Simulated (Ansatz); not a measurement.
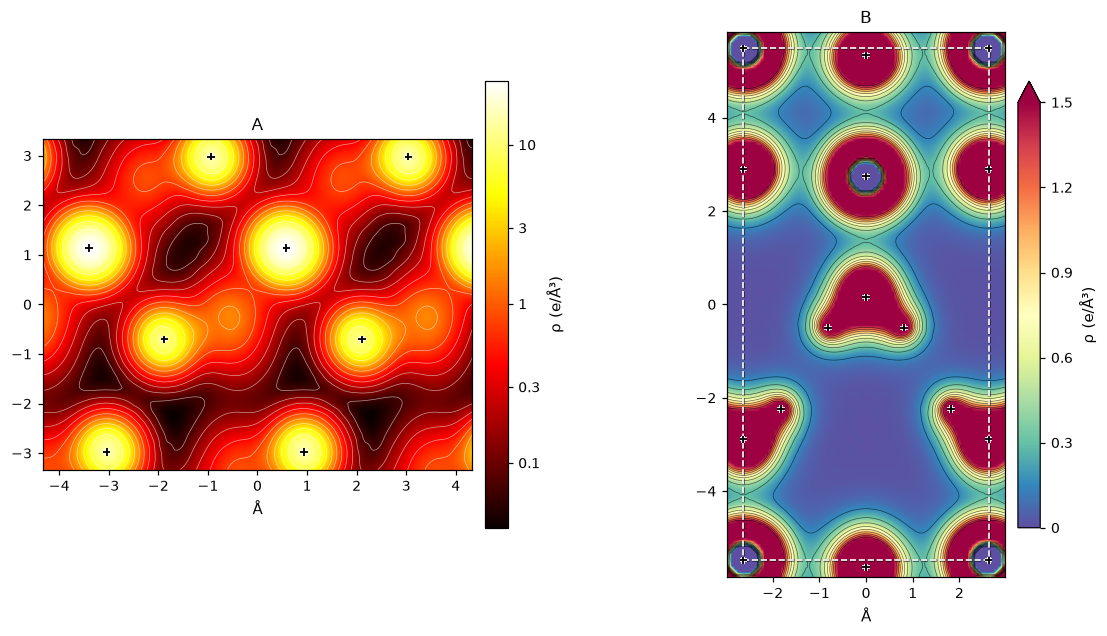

The valence charge density (pseudo) of 2 systems, each on a plane through atoms (crosses mark nuclei in the plane).

The calculation used DFT, PAW plane waves, r2SCAN (Ansatz).

System 1: CeH4N2, the (010) plane of the conventional cell. Space group I4₁/amd; built by placing these elements on a known structure type; computed without spin polarisation; no Hubbard U on the f states and no spin–orbit coupling.

```
Ce N H
1.0
     5.25293    0.00000    0.00000
     0.00000    5.25293    0.00000
     0.00000    0.00000   10.96816
Ce N H
4 8 16
Direct
  0.00000 0.00000 0.00000
  0.50000 0.50000 0.50000
  0.00000 0.50000 0.25000
  0.50000 0.00000 0.75000
  0.00000 0.00000 0.23639
  0.50000 0.50000 0.73639
  0.00000 0.50000 0.48639
  0.50000 0.00000 0.98639
  0.00000 0.50000 0.01361
  0.50000 0.00000 0.51361
  0.00000 0.00000 0.76361
  0.50000 0.50000 0.26361
  0.15420 0.00000 0.29530
  0.65420 0.50000 0.79530
  0.50000 0.15420 0.04530
  0.00000 0.65420 0.54530
  0.84580 0.00000 0.29530
  0.34580 0.50000 0.79530
  0.00000 0.34580 0.54530
  0.50000 0.84580 0.04530
  0.65420 0.00000 0.45470
  0.15420 0.50000 0.95470
  0.50000 0.34580 0.20470
  0.00000 0.84580 0.70470
  0.34580 0.00000 0.45470
  0.84580 0.50000 0.95470
  0.00000 0.15420 0.70470
  0.50000 0.65420 0.20470
```

System 2: CdC4F6, the (011̄) plane of the conventional cell. Space group P-1; built by placing these elements on a known structure type; computed pressure about 20 GPa in this cell.

```yaml
crystal:
  lattice:
    - [-3.97983, -0.03692, 0.14640]
    - [1.31750, -4.90120, 0.35214]
    - [0.78184, 2.41793, 4.98683]
  atoms:
    - { symbol: Cd, position: [0.00000, 0.00000, 0.00000] }
    - { symbol: C, position: [0.53946, 0.66798, 0.79361] }
    - { symbol: C, position: [0.46054, 0.33202, 0.20639] }
    - { symbol: F, position: [0.23963, 0.70564, 0.68078] }
    - { symbol: F, position: [0.76037, 0.29436, 0.31922] }
    - { symbol: C, position: [0.53088, 0.39536, 0.72687] }
    - { symbol: C, position: [0.46912, 0.60464, 0.27313] }
    - { symbol: F, position: [0.27277, 0.16308, 0.58494] }
    - { symbol: F, position: [0.72723, 0.83692, 0.41506] }
    - { symbol: F, position: [0.80500, 0.31810, 0.80284] }
    - { symbol: F, position: [0.19500, 0.68190, 0.19716] }
```

> Match each panel to its system.

Panel A is system 2, CdC4F6: the plane holds Cd and F. Panel B is system 1, CeH4N2: the plane holds Ce, N and H. N–H (1.04 Å): ρ at the midpoint is about 2.7 e/Å³.
